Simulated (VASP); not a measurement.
Band structure of AgPPt₅ (space group P4/mmm). Method: PBEsol GGA, VASP's PBE PAW potentials (set 64) (plane waves; VASP 6.6.1).

Unless said otherwise, spin-orbit coupling is left out, though it shifts the bands of the heavy elements here.

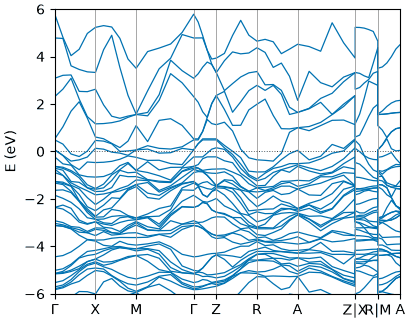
Figure. Bands along high-symmetry lines, zero at the valence-band maximum or, without a gap, the Fermi level

Task: Read the plot: is there a gap, and where are the band edges?

Result: It has no gap at this level: it comes out as a metal or semimetal.

The structure comes from a computed database's AgPPt5 entry (P4/mmm); how it stands against other phases isn't given here. The cell was not relaxed at this level.
